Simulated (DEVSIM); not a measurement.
System: illuminated GaSb p-on-n cell, one wavelength, at 400 K.

```tsv
layer (left to right)	material	thickness (μm)	Nd (cm⁻³)	Na (cm⁻³)	τn (s)	τp (s)	absorption coefficient (cm⁻¹)
1	GaSb	0.250	-	8.3e17	2e-9	8.6e-10	31000
2	GaSb	6.00	7.2e16	-	3.6e-8	3.6e-7	31000
```

Left contact: ohmic, minority electron recombination velocity 1e6 cm/s. Right contact: ohmic, minority hole recombination velocity 10000 cm/s. Voltage is applied to the left contact. Recombination: SRH at mid-gap, radiative, Auger. Light enters at the left, 5.4e16 photons cm⁻² s⁻¹, one pass, no reflection. Mobility is μmin + (μ − μmin)/(1 + (N/Nref)^α).

The device is made up for the run: typed textbook-type constants, with dimensions and the other settings drawn at random. Values at 300 K; Nc and Nv go as T^1.5, mobilities as T to minus their exponent, the gap by Varshni's rule with the affinity fixed.

```tsv
parameter	GaSb
gap (eV)	0.726
affinity (eV)	4.06
permittivity	15.7
Nc (cm⁻³)	2.1e17
Nv (cm⁻³)	1.8e19
μn (cm²/Vs)	5000
μp (cm²/Vs)	850
μn,min	1000
μp,min	190
Nref,n	2.8e17
Nref,p	9e17
αn	1.05
αp	0.65
T exponent of μn	2
T exponent of μp	1.7
B (cm³/s)	1e-10
Cn (cm⁶/s)	5e-30
Cp (cm⁶/s)	5e-30
Varshni α (eV/K)	0.00042
Varshni β (K)	140
```

Simulated with DEVSIM: 1D drift-diffusion, Boltzmann statistics, complete ionisation; no tunnelling, impact ionisation, image-force lowering or self-heating.

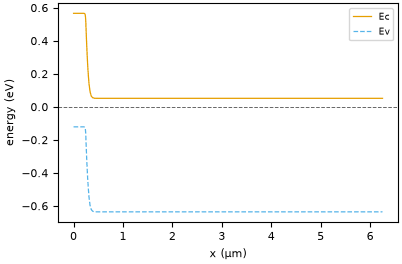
Figure. Band edges at zero bias, in the dark

Energies count from the Fermi level of the right contact; mesh points crowd at the junctions.

| x (μm) | Ec (eV) | Ev (eV) | n (cm⁻³) | p (cm⁻³) | field (V/cm) |
|---|---|---|---|---|---|
| 0.000 | 0.567 | -0.121 | 2.4e10 | 8.3e17 | ≈ 0 |
| 0.01906 | 0.567 | -0.121 | 2.4e10 | 8.3e17 | ≈ 0 |
| 0.05023 | 0.567 | -0.121 | 2.4e10 | 8.3e17 | ≈ 0 |
| 0.1012 | 0.567 | -0.121 | 2.4e10 | 8.3e17 | ≈ 0 |
| 0.1788 | 0.567 | -0.121 | 2.4e10 | 8.3e17 | ≈ 0 |
| 0.2181 | 0.566 | -0.121 | 2.4e10 | 8.2e17 | -820 |
| 0.2422 | 0.543 | -0.145 | 4.7e10 | 4.2e17 | -36000 |
| 0.2651 | 0.379 | -0.309 | 5.4e12 | 3.6e15 | -70000 |
| 0.2980 | 0.194 | -0.493 | 1.1e15 | 1.7e13 | -43000 |
| 0.3584 | 0.065 | -0.622 | 4.9e16 | 4.0e11 | -6300 |
| 0.4691 | 0.052 | -0.636 | 7.2e16 | 2.7e11 | -33 |
| 0.7509 | 0.052 | -0.636 | 7.2e16 | 2.7e11 | ≈ 0 |
| 1.190 | 0.052 | -0.636 | 7.2e16 | 2.7e11 | ≈ 0 |
| 1.995 | 0.052 | -0.636 | 7.2e16 | 2.7e11 | ≈ 0 |
| 3.902 | 0.052 | -0.636 | 7.2e16 | 2.7e11 | ≈ 0 |
| 4.982 | 0.052 | -0.636 | 7.2e16 | 2.7e11 | ≈ 0 |
| 5.570 | 0.052 | -0.636 | 7.2e16 | 2.7e11 | ≈ 0 |
| 5.891 | 0.052 | -0.636 | 7.2e16 | 2.7e11 | ≈ 0 |
| 6.096 | 0.052 | -0.636 | 7.2e16 | 2.7e11 | ≈ 0 |
| 6.177 | 0.052 | -0.636 | 7.2e16 | 2.7e11 | ≈ 0 |
| 6.221 | 0.052 | -0.636 | 7.2e16 | 2.7e11 | ≈ 0 |
| 6.250 | 0.052 | -0.636 | 7.2e16 | 2.7e11 | ≈ 0 |
